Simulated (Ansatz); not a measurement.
## Electronic structure of AlH8NOSi2···H2 in real space

```
atom    x (Å)    y (Å)    z (Å)
  Al   0.3331   0.7111  -0.9639
   H  -0.6899   0.1357   2.6957
   O   1.7105  -0.3120  -0.8629
  Si   2.5656  -1.6981  -1.1652
   H   1.7565  -2.6952  -1.9492
   H   3.8037  -1.3798  -1.9536
   H   2.9792  -2.3421   0.1269
   H  -0.9750   0.2915  -1.7608
   N   0.4446   2.2970  -0.1180
   H   1.3201   2.4914   0.3782
  Si  -0.7439   3.5831  -0.0885
   H  -1.9306   3.0947  -0.8635
   H  -1.1875   3.9293   1.3067
   H  -0.2440   4.8540  -0.7202
   H  -0.4808   0.6730   2.2135
```

Method: RKS PBE/6-31G* (Ansatz).

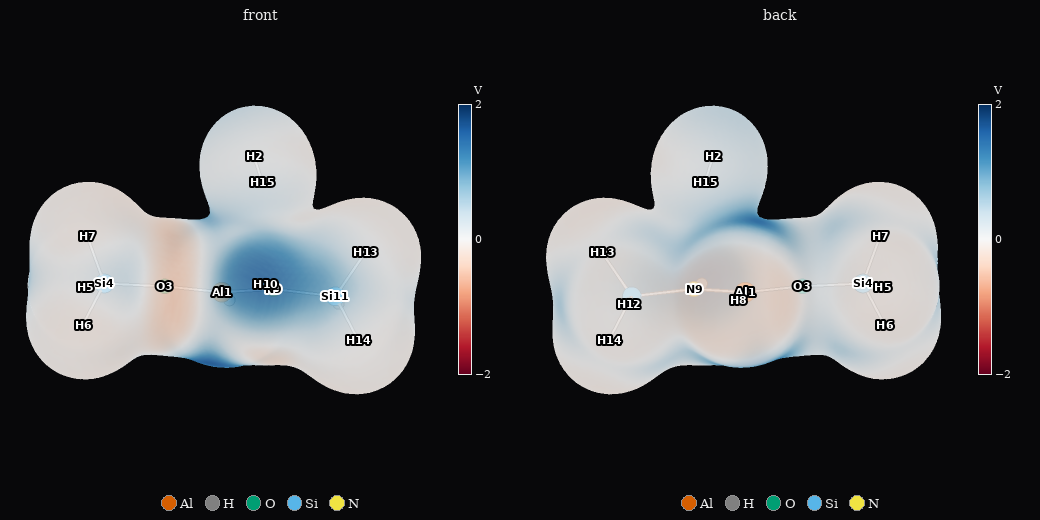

Figure 1. The electrostatic potential painted on the density surface at 0.001 e/bohr³, seen from the front and from behind; red is negative and blue positive.

**Which sites attract a positive test charge, and which a negative one?**

A positive charge is drawn to the negative regions and a negative charge to the positive ones. The most negative region (about −0.4 V, or −9 kcal/mol for a unit charge) lies over O3, the most positive (about +1.5 V, or +35 kcal/mol for a unit charge) over Al1 and H10.

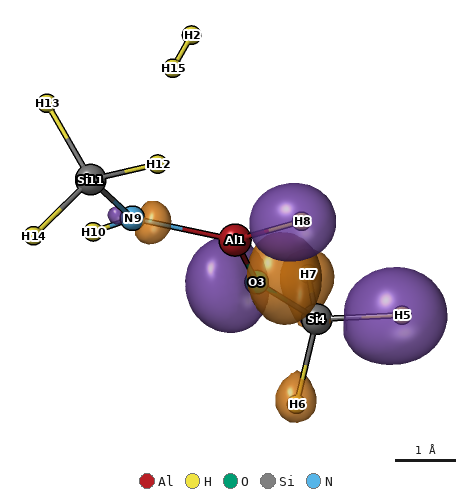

Figure 2. The HOMO−1 at ±0.15 Å⁻³ᐟ² (orange and purple are the two phases), seen at an oblique angle.

**Describe this orbital and give its energy.**

It lies mainly on O3 (about 45 %), Si4 (about 15 %), H5 (about 15 %) and H8 (about 10 %). Its energy is −6.99 eV.

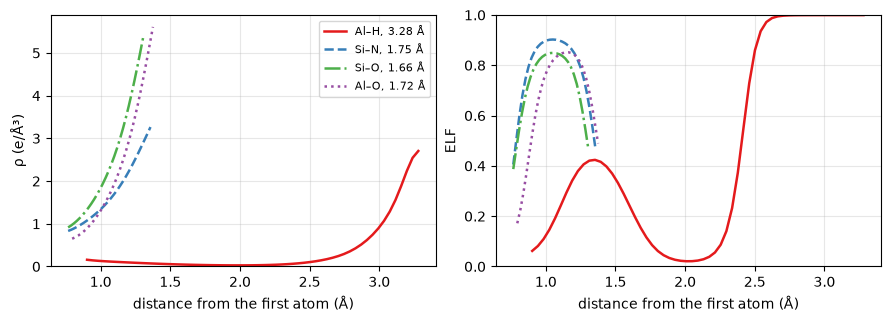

Figure 3. Electron density and ELF along straight lines between neighbouring atoms. The curves leave out the atomic cores.

**Compare the contacts.**

Al1···H15 (3.28 Å): the density falls to about 0.03 e/Å³ on the way; the ELF dips to about 0 between them; a weak contact between the two molecules.
Si–N (1.75 Å): ρ is about 1 e/Å³ halfway; the ELF peaks at about 0.90 between the atoms, as expected for a shared but strongly polarised pair.
Si–O (1.66 Å): ρ at the midpoint is about 1.1 e/Å³; the ELF peaks at about 0.85 between the atoms, as expected for a shared but strongly polarised pair.
Al–O (1.72 Å): the density is about 0.77 e/Å³ at the midpoint; the ELF peaks at about 0.85 in the valence shell of O, 0.6 Å from its nucleus, and is about 0.35 at the midpoint.

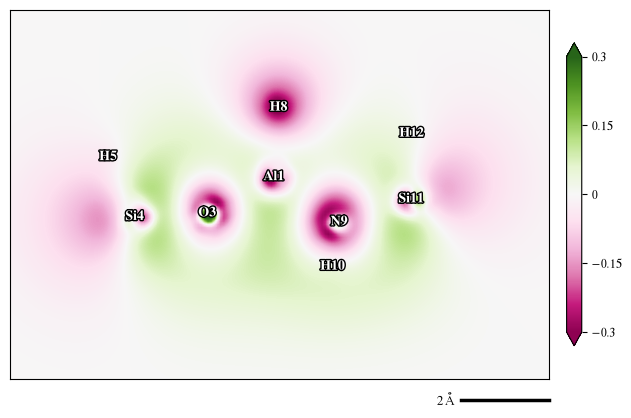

Figure 4. One frontier orbital on the plane of atoms H10, N9 and Si11 (values in Å⁻³ᐟ²; the overall sign is arbitrary).

**Which orbital is it: HOMO or LUMO?**

The LUMO, at −0.98 eV. Its weight (Hirshfeld) is mainly on Al1 (about 45 %), Si4 (about 15 %), Si11 (about 10 %), O3 (about 10 %), N9 (about 10 %) and H8 (about 5 %).
